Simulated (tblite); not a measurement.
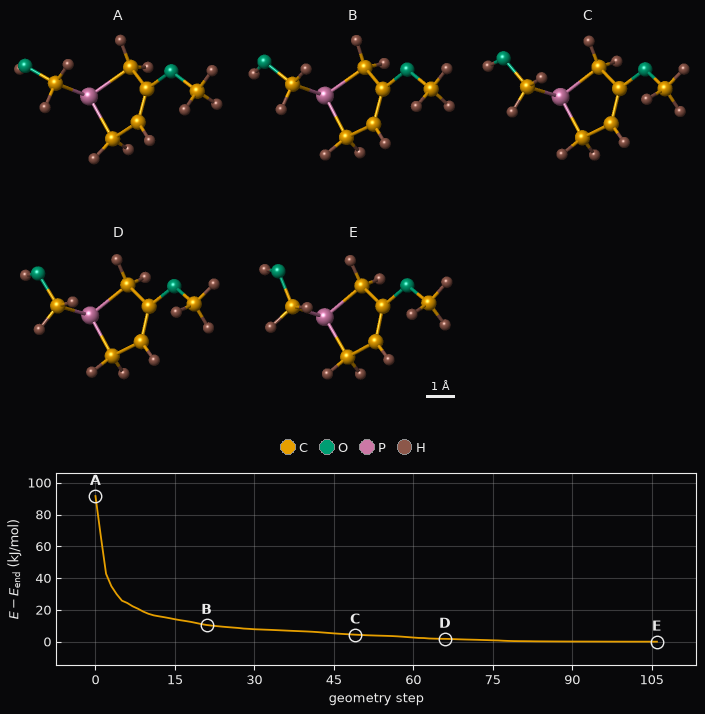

Frames of a relaxation of C6H11O2P, marked on the history of the run. The picture is a ball-and-stick view, seen at a tilt.

Method: tblite, GFN2-xTB geometry optimisation, gas phase. 

> Describe the path.

An H atom moves most after the best rigid fit: 0.98 Å. By element the largest moves are H 0.98 Å, O 0.84 Å, C 0.26 Å, P 0.23 Å. Among the contacts that change: C–O 1.431 → 1.359 Å, C–C 1.264 → 1.329 Å, C–H 1.131 → 1.077 Å, C–O 1.369 → 1.406 Å. Among the angles between lasting bonds that change: C–P–C 107.4° → 96.6°, C–O–H 117.4° → 108.8°, C–P–C 104.5° → 96.1°. Groups turn about C–P by about 45°, C–O by about 40°, C–O by about 20°. Over 106 geometry steps the energy falls by 91.6 kJ/mol. From step 0 to 21: an H atom moves most (0.23 Å), energy −81.1 kJ/mol. From step 21 to 49: H atoms move most (0.33 Å), energy −6.07 kJ/mol. From step 49 to 66: an H atom moves most (0.39 Å), energy −2.65 kJ/mol. From step 66 to 106: an H atom moves most (0.28 Å), energy −1.77 kJ/mol.

| step | E − E(0), kJ/mol |
| --- | --- |
| 0 | 0.00 |
| 1 | -25.06 |
| 2 | -48.92 |
| 3 | -56.71 |
| 4 | -61.76 |
| 5 | -65.83 |
| 6 | -67.30 |
| 7 | -69.34 |
| 8 | -70.89 |
| 9 | -72.68 |
| 10 | -74.09 |
| 15 | -77.53 |
| 20 | -80.58 |
| 25 | -82.49 |
| 30 | -83.82 |
| 35 | -84.50 |
| 40 | -85.23 |
| 45 | -86.41 |
| 50 | -87.39 |
| 55 | -87.99 |
| 61 | -89.27 |
| 66 | -89.87 |
| 71 | -90.38 |
| 76 | -90.86 |
| 81 | -91.33 |
| 86 | -91.48 |
| 91 | -91.55 |
| 96 | -91.59 |
| 101 | -91.62 |
| 106 | -91.64 |
